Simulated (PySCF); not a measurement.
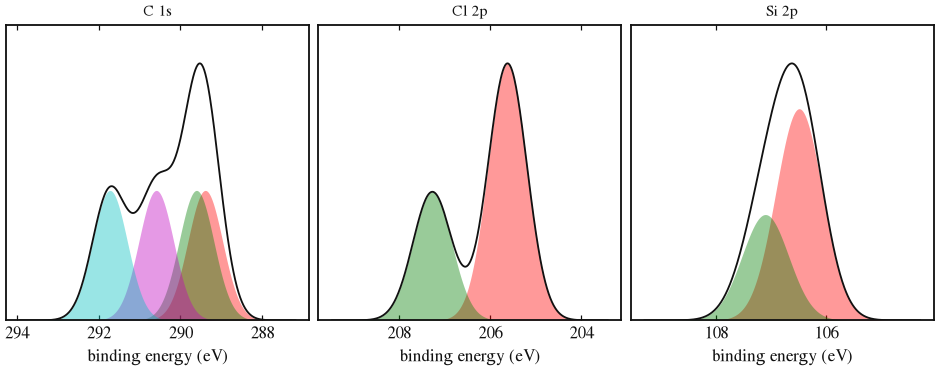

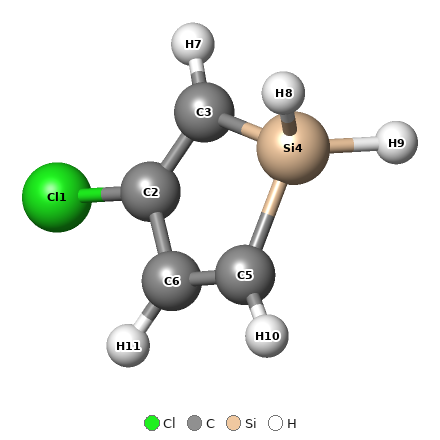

Simulated XPS of C₄H₅ClSi, SMILES ClC1=C[SiH2]C=C1. Vertical core-electron binding energies by ΔSCF (PBE0, pcX-2 on the ionised atom, pcseg-1 elsewhere, spin-free X2C; PySCF 2.14.0, at a PBE0-D3(BJ)/def2-SVP geometry (no frequency check)), gas phase, against the vacuum level. One atom of each kind was ionised; within a panel, areas follow the number of like atoms and 2j + 1 (2p levels are split by first-order spin-orbit coupling, an approximation), each panel is scaled alone, Gaussians of 1.0 eV full width. Only the regions named are shown. Lines closer than the width merge in the curve.

### Which atoms give which peak?

```tsv
level	atoms	binding energy (eV)
C 1s	C2	291.7
C 1s	C6	290.6
C 1s	C5	289.6
C 1s	C3	289.4
Cl 2p1/2	Cl1	207.3
Cl 2p3/2	Cl1	205.6
Si 2p1/2	Si4	107.1
Si 2p3/2	Si4	106.5
```

### How large is the chemical shift across the C 1s region?

2.3 eV, from C3 at 289.4 eV to C2 at 291.7 eV.
